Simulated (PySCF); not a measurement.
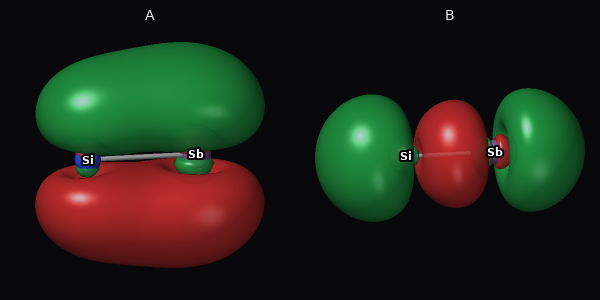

*SiSb (charge −1). Two frontier orbitals, each drawn at the value that holds 80 % of its norm (green and red are the two phases), in no order; of a degenerate pair one member is drawn.*

Core potentials replace the inner electrons of Sb.

All numbers below come from PBE0/def2-SVPD, non-relativistic Hamiltonian with scalar-relativistic core potentials where named, at a bond length of 2.304 Å in PySCF 2.14.0.

Label each orbital by symmetry, say whether it is occupied, and order them by energy.

Answer. Orbital B: σ, occupied, −0.84 eV; shared between the atoms (Si 50 %, Sb 50 %).
Orbital A: π, occupied, −0.63 eV; bonding, with no node between the atoms.
